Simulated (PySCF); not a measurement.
Vertical excitations of a molecule C3H6F2Si from PySCF with TDA-LC-ωPBE/def2-SVPD, as energy in eV (oscillator strength): 6.97 (0.001), 7.47 (0.712), 7.71 (0.003), 7.79 (0.006), 8.40 (0.082), 8.52 (0.007), 8.93 (0.009), 9.04 (0.003), 9.14 (0.001), 9.45 (0.000). Lowest triplet (TDA): 4.00 eV. Geometry optimised at B3LYP-D3(BJ)/def2-SVP. One conformer was computed; it need not be the lowest.

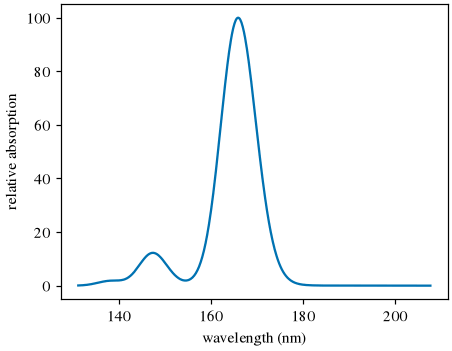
The lines broadened by 0.4 eV.

Identify the compound among the candidates.
A. FC(F)/C=C/[SiH3]
B. F[SiH](F)C1CC1
C. C/C=C(\F)[SiH2]F
D. C=CC[SiH](F)F

C, C/C=C(\F)[SiH2]F
